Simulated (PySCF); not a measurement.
```xyz
16

C     2.5274   -0.4569    0.5263
Si    1.3678    0.5412   -0.5702
C    -0.3864   -0.4672   -0.5499
C    -0.9163   -0.3675    0.7605
O    -0.5520   -0.6711    1.8439
Si   -2.7989    0.5701    0.8417
H     3.4719    0.0635    0.6660
H     2.1057   -0.6273    1.5165
H     2.7576   -1.4298    0.0933
H     1.6229    0.5169   -2.0080
H     1.0125    1.8673   -0.0658
H    -1.0249   -0.0811   -1.3354
H    -0.1252   -1.5041   -0.7612
H    -3.0183    0.7556    2.2665
H    -2.4788    1.7568    0.0491
H    -3.5727   -0.4575    0.1515
```

Geometry: GFN2-xTB.

Theory: UKS B3LYP, pcH-1 on C H O Si, non-relativistic, mean-field spin-orbit, GIAO (PySCF).

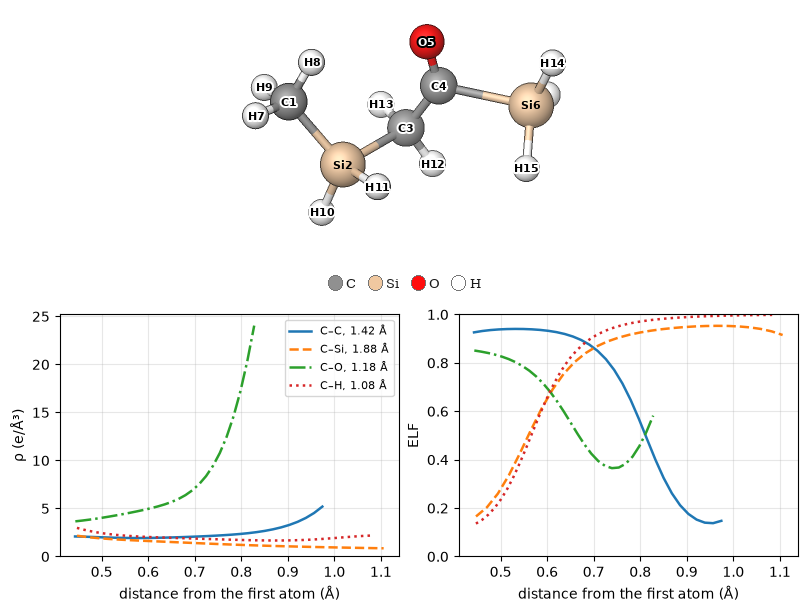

C3H10OSi2 (SMILES C[SiH2]CC(=[O+])[SiH3]) (charge +1, doublet). Electron density and electron localisation function along straight lines between neighbouring atoms. The curves leave out the atomic cores. The structure is drawn too.

Question: Compare the contacts.

Answer: C–C (1.42 Å): ρ is about 2.1 e/Å³ halfway; the ELF peaks at about 0.95 between the atoms; localised, covalent bonding.
C–Si (1.88 Å): the density is about 1 e/Å³ at the midpoint; the ELF peaks at about 0.95 between the atoms; localised, covalent bonding.
C–O (1.18 Å): ρ is about 4.9 e/Å³ halfway; the ELF is about 0.70 at the midpoint and 0.35 at its lowest between the atoms.
C–H (1.08 Å): ρ is about 2.2 e/Å³ halfway; the ELF climbs to about 1 towards the hydrogen, as it does in any bond to H.
